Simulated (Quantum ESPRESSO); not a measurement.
**Ag (Fm-3m): pw.x, ph.x and EPW**

How strongly do phonons scatter the electrons of Ag (Fm-3m), and how dense must the meshes be?

Method: DFT LDA, scalar-relativistic, plane waves, PseudoDojo 0.4.1 norm-conserving pseudopotentials, in Quantum ESPRESSO 7.5.

**1. Starting point**

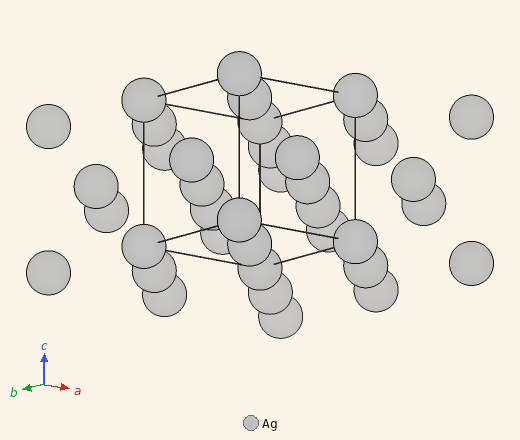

Start, viewed from a free direction; silver light grey. 2×2×1 cells are drawn. This picture shows the conventional cell, with its axes. Some periodic images of atoms are drawn too.

**2. Relaxation**

The cell is relaxed under the functional used for all that follows.

The input, relax.in:

```
 &control
    calculation='vc-relax',
    prefix='x',
    outdir='./tmp',
    pseudo_dir='./pseudo',
    tprnfor=.true.,
    tstress=.true.,
    etot_conv_thr=1.0d-05,
    forc_conv_thr=4.0d-04,
 /
 &system
    ibrav=0,
    nat=1,
    ntyp=1,
    ecutwfc=86.0,
    occupations='smearing',
    smearing='mv',
    degauss=0.02,
 /
 &electrons
    conv_thr=1.0d-11,
 /
 &ions
 /
 &cell
    press_conv_thr=0.4,
 /
ATOMIC_SPECIES
 Ag    107.8682  Ag.upf
CELL_PARAMETERS angstrom
     0.000000000    2.042750000    2.042750000
     2.042750000    0.000000000    2.042750000
     2.042750000    2.042750000    0.000000000
ATOMIC_POSITIONS crystal
 Ag     0.000000000   0.000000000   0.000000000
K_POINTS automatic
 12 12 12 0 0 0
```

Run with:

```
OMP_NUM_THREADS=1 mpirun -n 16 pw.x -nk 16 -in relax.in > relax.out
```

The log of the run:

```text
Program PWSCF v.7.5

     This program is part of the open-source Quantum ESPRESSO suite
     for quantum simulation of materials; please cite
         "P. Giannozzi et al., J. Phys.:Condens. Matter 21 395502 (2009);
         "P. Giannozzi et al., J. Phys.:Condens. Matter 29 465901 (2017);
         "P. Giannozzi et al., J. Chem. Phys. 152 154105 (2020);
     in publications or presentations arising from this work. More details at

     Message from routine setup:
     using ibrav=0 with symmetry is DISCOURAGED, use correct ibrav instead

     G-vector sticks info
     --------------------
     sticks:   dense  smooth     PW     G-vecs:    dense   smooth      PW
     Sum         703     703    211                12339    12339    2109

     Using Slab Decomposition

     bravais-lattice index     =            0
     lattice parameter (alat)  =       5.4592  a.u.
     unit-cell volume          =     115.0462 (a.u.)^3
     number of atoms/cell      =            1
     number of atomic types    =            1
     number of electrons       =        19.00
     number of Kohn-Sham states=           14
     kinetic-energy cutoff     =      86.0000  Ry
     charge density cutoff     =     344.0000  Ry
     scf convergence threshold =      1.0E-11
     mixing beta               =       0.7000
     number of iterations used =            8  plain     mixing
     energy convergence thresh.=      1.0E-05
     force convergence thresh. =      4.0E-04
     press convergence thresh. =      4.0E-01
     Exchange-correlation= SLA  PW   NOGX NOGC
                           (   1   4   0   0   0   0   0)
     nstep                     =           50

     celldm(1)=   5.459201  celldm(2)=   0.000000  celldm(3)=   0.000000
     celldm(4)=   0.000000  celldm(5)=   0.000000  celldm(6)=   0.000000

     crystal axes: (cart. coord. in units of alat)
               a(1) = (   0.000000   0.707107   0.707107 )
               a(2) = (   0.707107   0.000000   0.707107 )
               a(3) = (   0.707107   0.707107   0.000000 )
[...]
number of Kohn-Sham states=           14
     number of k points=    72  Marzari-Vanderbilt smearing, width (Ry)=  0.0200
     estimated scf accuracy    <       0.07336261 Ry
     estimated scf accuracy    <       0.06317064 Ry
     estimated scf accuracy    <       0.00005559 Ry
     estimated scf accuracy    <       0.00002176 Ry
     estimated scf accuracy    <       0.00001123 Ry
     estimated scf accuracy    <       0.00000001 Ry
     estimated scf accuracy    <          7.9E-10 Ry
     estimated scf accuracy    <          2.7E-10 Ry
     the Fermi energy is    18.3803 ev
!    total energy              =    -309.97319288 Ry
     estimated scf accuracy    <          9.3E-15 Ry
     convergence has been achieved in  10 iterations
          total   stress  (Ry/bohr**3)                   (kbar)     P=       -0.62
   JOB DONE.
```

Elapsed: 7.7 s, on 16 MPI ranks of Arm Neoverse V2, shared host.

This step gave:

| Quantity | Value |
| --- | --- |
| free energy | -4217.4001 eV |
| pressure | -0.062 GPa |
| volume per atom | 16.04 Å³/atom |

The volume ends at 16.04 Å³ an atom, -5.9 % from the start.

**3. Ground state**

Linear response needs a tightly converged ground state.

The input, scf.in:

```
 &control
    calculation='scf',
    prefix='x',
    outdir='./tmp',
    pseudo_dir='./pseudo',
    tprnfor=.true.,
    tstress=.true.,
 /
 &system
    ibrav=0,
    nat=1,
    ntyp=1,
    ecutwfc=86.0,
    occupations='smearing',
    smearing='mv',
    degauss=0.02,
 /
 &electrons
    conv_thr=1.0d-12,
 /
ATOMIC_SPECIES
 Ag    107.8682  Ag.upf
CELL_PARAMETERS angstrom
     0.000000000    2.001567900    2.001567900
     2.001567900    0.000000000    2.001567900
     2.001567900    2.001567900    0.000000000
ATOMIC_POSITIONS crystal
 Ag     0.000000000   0.000000000   0.000000000
K_POINTS automatic
 12 12 12 0 0 0
```

Run with:

```
OMP_NUM_THREADS=1 mpirun -n 16 pw.x -nk 16 -in scf.in > scf.out
```

The log of the run:

```text
[banner, memory and clock lines left out]
[...]
number of Kohn-Sham states=           14
     number of k points=    72  Marzari-Vanderbilt smearing, width (Ry)=  0.0200
     estimated scf accuracy    <       0.07556033 Ry
     estimated scf accuracy    <       0.06059977 Ry
     estimated scf accuracy    <       0.00006009 Ry
     estimated scf accuracy    <       0.00001995 Ry
     estimated scf accuracy    <       0.00000959 Ry
     estimated scf accuracy    <       0.00000001 Ry
     estimated scf accuracy    <          6.6E-10 Ry
     estimated scf accuracy    <          2.2E-10 Ry
     estimated scf accuracy    <          4.8E-12 Ry
     the Fermi energy is    18.3803 ev
!    total energy              =    -309.97319288 Ry
     estimated scf accuracy    <          1.4E-13 Ry
     convergence has been achieved in  10 iterations
          total   stress  (Ry/bohr**3)                   (kbar)     P=       -0.62
```

Elapsed: 1.8 s, on 16 MPI ranks; 26 s of CPU time.

This step gave:

```
Fermi energy : 18.38 eV
```

The Fermi level lies at 18.38 eV and the pressure is -0.062 GPa.

**4. Phonons on the coarse mesh**

ph.x gives the dynamical matrices and the changes of the potential on a coarse q mesh, which EPW interpolates.

The input, ph.in:

```
phonons
 &inputph
    prefix='x',
    outdir='./tmp',
    tr2_ph=1.0d-14,
    fildyn='x.dyn',
    fildvscf='dvscf',
    ldisp=.true.,
    nq1=6,
    nq2=6,
    nq3=6,
    alpha_mix(1)=0.5,
    amass(1)=107.8682,
 /
```

Run with:

```
OMP_NUM_THREADS=1 mpirun -n 16 ph.x -nk 16 -in ph.in > ph.out
```

The log of the run:

```text
[banner, memory and clock lines left out]
Program PHONON v.7.5

     ./tmp/x.save/

     IMPORTANT: XC functional enforced from input :
     Exchange-correlation= PW
                           (   1   4   0   0   0   0   0)
     Any further DFT definition will be discarded
     Please, verify this is what you really want

     G-vector sticks info

     Reading collected, re-writing distributed wavefunctions in ./tmp/

     Dynamical matrices for ( 6, 6, 6)  uniform grid of q-points
     (  16 q-points):
       N         xq(1)         xq(2)         xq(3)
       1   0.000000000   0.000000000   0.000000000
       2   0.117851130   0.117851130  -0.117851130
       3   0.235702260   0.235702260  -0.235702260
       4  -0.353553391  -0.353553391   0.353553391
       5   0.235702260   0.000000000  -0.000000000
       6   0.353553391   0.117851130  -0.117851130
       7  -0.235702260  -0.471404521   0.471404521
       8  -0.117851130  -0.353553391   0.353553391
       9   0.000000000  -0.235702260   0.235702260
      10   0.471404521   0.000000000  -0.000000000
      11  -0.117851130  -0.589255651   0.589255651
      12  -0.000000000  -0.471404521   0.471404521
      13  -0.707106781   0.000000000   0.000000000
      14  -0.235702260  -0.471404521   0.707106781
      15  -0.117851130  -0.353553391   0.589255651
      16  -0.707106781   0.235702260   0.000000000

     Number and degeneracy of irreps per q-point
       N         xq(1)         xq(2)         xq(3)   N irreps
       1   0.000000000   0.000000000   0.000000000       1
        3
       2   0.117851130   0.117851130  -0.117851130       2
        1   2
       3   0.235702260   0.235702260  -0.235702260       2
        1   2
       4  -0.353553391  -0.353553391   0.353553391       2
        1   2
       5   0.235702260   0.000000000  -0.000000000       2
        1   2
       6   0.353553391   0.117851130  -0.117851130       3
     No degeneracy
       7  -0.235702260  -0.471404521   0.471404521       3
     No degeneracy
       8  -0.117851130  -0.353553391   0.353553391       3
     No degeneracy
       9   0.000000000  -0.235702260   0.235702260       3
     No degeneracy
      10   0.471404521   0.000000000  -0.000000000       2
        1   2
      11  -0.117851130  -0.589255651   0.589255651       3
     No degeneracy
      12  -0.000000000  -0.471404521   0.471404521       3
     No degeneracy
      13  -0.707106781   0.000000000   0.000000000       2
        1   2
      14  -0.235702260  -0.471404521   0.707106781       3
     No degeneracy
      15  -0.117851130  -0.353553391   0.589255651       3
     No degeneracy
      16  -0.707106781   0.235702260   0.000000000       3
     No degeneracy

     Saving dvscf to file. Distribute only q points, not irreducible representations.

     Calculation of q =    0.0000000   0.0000000   0.0000000

     phonons

     bravais-lattice index     =            0
     lattice parameter (alat)  =       5.3491  a.u.
     unit-cell volume          =     108.2275 (a.u.)^3
     number of atoms/cell      =            1
     number of atomic types    =            1
     kinetic-energy cut-off    =      86.0000  Ry
     charge density cut-off    =     344.0000  Ry
     convergence threshold     =      1.0E-14
     beta                      =       0.5000
     number of iterations used =            4
     Exchange-correlation= PW
                           (   1   4   0   0   0   0   0)

     celldm(1)=    5.34914  celldm(2)=    0.00000  celldm(3)=    0.00000
     celldm(4)=    0.00000  celldm(5)=    0.00000  celldm(6)=    0.00000

     crystal axes: (cart. coord. in units of alat)
               a(1) = (  0.0000  0.7071  0.7071 )
               a(2) = (  0.7071  0.0000  0.7071 )
               a(3) = (  0.7071  0.7071  0.0000 )

     reciprocal axes: (cart. coord. in units 2 pi/alat)
               b(1) = ( -0.7071  0.7071  0.7071 )
               b(2) = (  0.7071 -0.7071  0.7071 )
               b(3) = (  0.7071  0.7071 -0.7071 )

     Atoms inside the unit cell:

     Cartesian axes

     site n.  atom      mass           positions (alat units)
        1  Ag    107.8682   tau(    1) = (    0.00000    0.00000    0.00000  )

     Computing dynamical matrix for
                    q = (   0.0000000   0.0000000   0.0000000 )

     49 Sym.Ops. (with q -> -q+G )

     G cutoff =  249.3257  (  11575 G-vectors)     FFT grid: ( 32, 32, 32)

     number of k points=    72  Marzari-Vanderbilt smearing, width (Ry)=  0.0200

     PseudoPot. # 1 for Ag read from file:
     ./pseudo/Ag.upf
     Pseudo is Norm-conserving + core correction, Zval = 19.0
     Using radial grid of 1484 points,  6 beta functions with:
                l(1) =   0
                l(2) =   0
                l(3) =   1
                l(4) =   1
                l(5) =   2
                l(6) =   2

     Mode symmetry, O_h (m-3m)  point group:

     Atomic displacements:
     There are    1 irreducible representations

     Representation     1      3 modes -  To be done

     Alpha used in Ewald sum =   2.8000

     Representation #   1 modes #   1   2   3

     Self-consistent Calculation

     Pert. #  1: Fermi energy shift (Ry) =     1.7922E-24    -3.4481E-37
     Pert. #  2: Fermi energy shift (Ry) =    -2.7573E-24    -1.2539E-37
     Pert. #  3: Fermi energy shift (Ry) =    -2.7573E-25     2.1943E-37

      thresh= 1.000E-02 alpha_mix =  0.500 |ddv_scf|^2 =  1.873E-05

     Pert. #  1: Fermi energy shift (Ry) =     4.3082E-26     0.0000E+00
     Pert. #  2: Fermi energy shift (Ry) =     1.3786E-25     0.0000E+00
     Pert. #  3: Fermi energy shift (Ry) =    -1.7233E-26     0.0000E+00

      thresh= 4.327E-04 alpha_mix =  0.500 |ddv_scf|^2 =  4.597E-07

     Pert. #  1: Fermi energy shift (Ry) =     5.6007E-26    -3.4285E-39
     Pert. #  2: Fermi energy shift (Ry) =    -3.8774E-26     0.0000E+00
     Pert. #  3: Fermi energy shift (Ry) =     9.0473E-26     6.3673E-39

      thresh= 6.780E-05 alpha_mix =  0.500 |ddv_scf|^2 =  4.833E-09

     Pert. #  1: Fermi energy shift (Ry) =    -3.0158E-26     3.0612E-41
     Pert. #  2: Fermi energy shift (Ry) =    -7.7548E-26    -6.1224E-40
     Pert. #  3: Fermi energy shift (Ry) =     1.7233E-26    -1.1020E-39

      thresh= 6.952E-06 alpha_mix =  0.500 |ddv_scf|^2 =  1.028E-10

     Pert. #  1: Fermi energy shift (Ry) =     9.2627E-26    -2.8699E-41
     Pert. #  2: Fermi energy shift (Ry) =    -6.8932E-26     2.2959E-41
     Pert. #  3: Fermi energy shift (Ry) =    -3.8774E-26     2.2959E-41

      thresh= 1.014E-06 alpha_mix =  0.500 |ddv_scf|^2 =  7.183E-13

     Pert. #  1: Fermi energy shift (Ry) =    -2.5849E-26     8.8487E-42
[...]
Convergence has been achieved

     Representation #   3 mode #   3

     Self-consistent Calculation

[...]
End of self-consistent calculation

     Convergence has been achieved

     Number of q in the star =   24
     List of q in the star:
[...]
Diagonalizing the dynamical matrix

     q = (   -0.117851130  -0.353553391   0.589255651 )

 **************************************************************************
     freq (    1) =       3.188291 [THz] =     106.349928 [cm-1]
     freq (    2) =       4.174655 [THz] =     139.251496 [cm-1]
     freq (    3) =       4.985157 [THz] =     166.286941 [cm-1]
 **************************************************************************

     Mode symmetry, C_2  (2)    point group:

     freq (   1-   1) =        106.3  [cm-1]   --> B
     freq (   2-   2) =        139.3  [cm-1]   --> A
     freq (   3-   3) =        166.3  [cm-1]   --> B

     Calculation of q =   -0.7071068   0.2357023   0.0000000

     G-vector sticks info

     Title:
     phonons

     bravais-lattice index     =            0
     lattice parameter (alat)  =       5.3491  a.u.
     unit-cell volume          =     108.2275 (a.u.)^3
     number of atoms/cell      =            1
     number of atomic types    =            1
     number of electrons       =        19.00
     number of Kohn-Sham states=           14
     kinetic-energy cutoff     =      86.0000  Ry
     charge density cutoff     =     344.0000  Ry
     Exchange-correlation= PW
                           (   1   4   0   0   0   0   0)

     celldm(1)=   5.349143  celldm(2)=   0.000000  celldm(3)=   0.000000
     celldm(4)=   0.000000  celldm(5)=   0.000000  celldm(6)=   0.000000

     crystal axes: (cart. coord. in units of alat)
               a(1) = (   0.000000   0.707107   0.707107 )
               a(2) = (   0.707107   0.000000   0.707107 )
               a(3) = (   0.707107   0.707107   0.000000 )

     reciprocal axes: (cart. coord. in units 2 pi/alat)
               b(1) = ( -0.707107  0.707107  0.707107 )
               b(2) = (  0.707107 -0.707107  0.707107 )
               b(3) = (  0.707107  0.707107 -0.707107 )

     PseudoPot. # 1 for Ag read from file:
     ./pseudo/Ag.upf
     Pseudo is Norm-conserving + core correction, Zval = 19.0
     Using radial grid of 1484 points,  6 beta functions with:
                l(1) =   0
                l(2) =   0
                l(3) =   1
                l(4) =   1
                l(5) =   2
                l(6) =   2

     atomic species   valence    mass     pseudopotential
     Ag               19.00   107.86820     Ag( 1.00)

     48 Sym. Ops., with inversion, found

   Cartesian axes

     site n.     atom                  positions (alat units)
         1        Ag     tau(   1) = (   0.0000000   0.0000000   0.0000000  )

     number of k points=  1020  Marzari-Vanderbilt smearing, width (Ry)=  0.0200

     Number of k-points >= 100: set verbosity='high' to print them.

     Dense  grid:    11575 G-vectors     FFT dimensions: (  32,  32,  32)

     The potential is recalculated from file :
     ./tmp/_ph0/x.q_16/x.save/charge-density

     Starting wfcs are   10 atomic +    4 random wfcs

     Band Structure Calculation
     Davidson diagonalization with overlap

     ethr =  5.26E-11,  avg # of iterations = 14.3

     End of band structure calculation

     Number of k-points >= 100: set verbosity='high' to print the bands.

     the Fermi energy is    18.3803 ev

     Writing config to output data dir ./tmp/_ph0/x.q_16/x.save/ :
     XML data file

     phonons

     bravais-lattice index     =            0
     lattice parameter (alat)  =       5.3491  a.u.
     unit-cell volume          =     108.2275 (a.u.)^3
     number of atoms/cell      =            1
     number of atomic types    =            1
     kinetic-energy cut-off    =      86.0000  Ry
     charge density cut-off    =     344.0000  Ry
     convergence threshold     =      1.0E-14
     beta                      =       0.5000
     number of iterations used =            4
     Exchange-correlation= PW
                           (   1   4   0   0   0   0   0)

     celldm(1)=    5.34914  celldm(2)=    0.00000  celldm(3)=    0.00000
     celldm(4)=    0.00000  celldm(5)=    0.00000  celldm(6)=    0.00000

     crystal axes: (cart. coord. in units of alat)
               a(1) = (  0.0000  0.7071  0.7071 )
               a(2) = (  0.7071  0.0000  0.7071 )
               a(3) = (  0.7071  0.7071  0.0000 )

     reciprocal axes: (cart. coord. in units 2 pi/alat)
               b(1) = ( -0.7071  0.7071  0.7071 )
               b(2) = (  0.7071 -0.7071  0.7071 )
               b(3) = (  0.7071  0.7071 -0.7071 )

     Atoms inside the unit cell:

     Cartesian axes

     site n.  atom      mass           positions (alat units)
        1  Ag    107.8682   tau(    1) = (    0.00000    0.00000    0.00000  )

     Computing dynamical matrix for
                    q = (  -0.7071068   0.2357023   0.0000000 )

      4 Sym.Ops. (no q -> -q+G )

     G cutoff =  249.3257  (  11575 G-vectors)     FFT grid: ( 32, 32, 32)

     number of k points=  1020  Marzari-Vanderbilt smearing, width (Ry)=  0.0200

     PseudoPot. # 1 for Ag read from file:
     ./pseudo/Ag.upf
     Pseudo is Norm-conserving + core correction, Zval = 19.0
     Using radial grid of 1484 points,  6 beta functions with:
                l(1) =   0
                l(2) =   0
                l(3) =   1
                l(4) =   1
                l(5) =   2
                l(6) =   2

     Mode symmetry, C_2v (mm2)  point group:

     Atomic displacements:
     There are    3 irreducible representations

     Representation     1      1 modes -  To be done

     Representation     2      1 modes -  To be done

     Representation     3      1 modes -  To be done

     Alpha used in Ewald sum =   2.8000

     Representation #   1 mode #   1

     Self-consistent Calculation

[...]
End of self-consistent calculation

     Convergence has been achieved

     Representation #   2 mode #   2

     Self-consistent Calculation

[...]
End of self-consistent calculation

     Convergence has been achieved

     Representation #   3 mode #   3

     Self-consistent Calculation

      thresh= 1.000E-02 alpha_mix =  0.500 |ddv_scf|^2 =  5.819E-04

      thresh= 2.412E-03 alpha_mix =  0.500 |ddv_scf|^2 =  8.407E-06

      thresh= 2.899E-04 alpha_mix =  0.500 |ddv_scf|^2 =  3.378E-07

      thresh= 5.812E-05 alpha_mix =  0.500 |ddv_scf|^2 =  5.189E-09

      thresh= 7.204E-06 alpha_mix =  0.500 |ddv_scf|^2 =  2.325E-11

      thresh= 4.822E-07 alpha_mix =  0.500 |ddv_scf|^2 =  2.183E-12

      thresh= 1.478E-07 alpha_mix =  0.500 |ddv_scf|^2 =  5.727E-14

      thresh= 2.393E-08 alpha_mix =  0.500 |ddv_scf|^2 =  2.085E-16

     End of self-consistent calculation

     Convergence has been achieved

     Number of q in the star =   12
     List of q in the star:
[...]
5  -0.000000000  -0.235702260  -0.707106781
          6   0.235702260  -0.000000000  -0.707106781
          7  -0.235702260   0.000000000   0.707106781
          8   0.000000000  -0.707106781  -0.235702260
          9   0.000000000  -0.707106781   0.235702260
         10   0.235702260   0.707106781  -0.000000000
         11  -0.235702260   0.707106781   0.000000000
         12   0.000000000   0.235702260   0.707106781

     Diagonalizing the dynamical matrix

     q = (   -0.707106781   0.235702260   0.000000000 )

 **************************************************************************
     freq (    1) =       3.560076 [THz] =     118.751359 [cm-1]
     freq (    2) =       4.125580 [THz] =     137.614526 [cm-1]
     freq (    3) =       5.094489 [THz] =     169.933872 [cm-1]
 **************************************************************************

     Mode symmetry, C_2v (mm2)  point group:

     freq (   1-   1) =        118.8  [cm-1]   --> A_1  D_1  S_1
     freq (   2-   2) =        137.6  [cm-1]   --> B_2  D_4  S_4
     freq (   3-   3) =        169.9  [cm-1]   --> B_1  D_3  S_3
```

The job ended after 12 min (16 MPI ranks).

This step gave:

```
lowest frequency off the zone centre                                            : 38.75 cm⁻¹
largest magnitude of the acoustic modes at the zone centre, before the sum rule : 0.9761 cm⁻¹
```

[end of part 1 of 3]

[The logs of pw.x and epw.x are selected lines.]

[Logs are printed without paths, hosts, clocks, repeated set-up lines and the standing remarks that a program may print on its own settings, such as how far it seeks lower states.]

[Hosts, paths, dates, database ids (printed as entryN), source tags and the programs' standing remarks are cut or masked in the printed files.]
